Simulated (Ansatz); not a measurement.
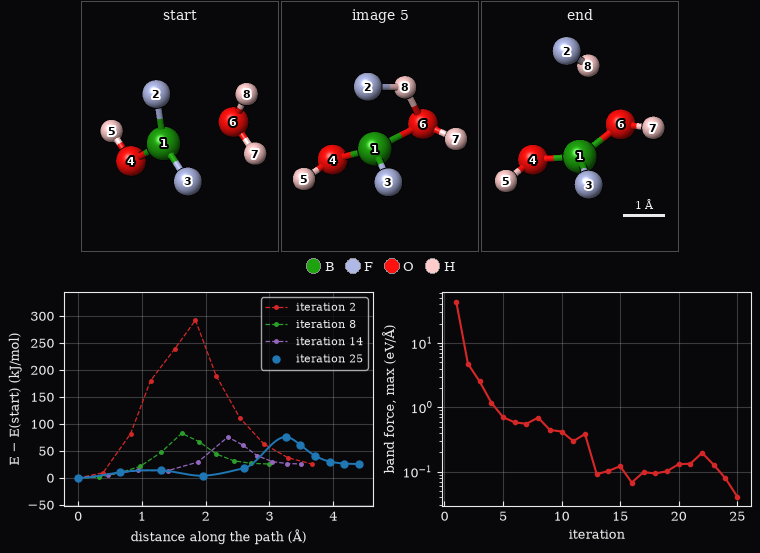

A search for the minimum-energy path of BH3O2F2 by the nudged elastic band. Images are numbered from 0 (start) to 10 (end). The plot follows the band through its iterations. A ball-and-stick model, seen from a free direction.

These are results of RKS PBE/def2-SVP (Ansatz 0.2.0), not measurements. Run with 9 movable images; climbing image; force threshold 0.05 eV/Å; iteration limit 60; starting path through a guess of the saddle point.

Did the band converge, and can the barrier be trusted?

Answer. The run is converged, with reservations. The band converged in 25 iterations. The largest component of the band force went from 44 to 0.041 eV/Å. The climbing image converged on the top of the path. Its vibrational analysis gives one imaginary mode (778i cm⁻¹), as a transition state must have. The first iteration put the highest image at 731.9 kJ/mol. The energy climbs by 75.9 kJ/mol to image 5 and then falls by 50.0 kJ/mol, so the end point sits at +25.9 kJ/mol. The profile has 2 maxima (images 2, 5) with a dip at image 3 (+4.1 kJ/mol), so the process runs in steps.

The run took 91 s on 2 threads of AMD EPYC 9R45 96-Core Processor (Zen 5), on a shared host, peak memory 0.13 GiB.
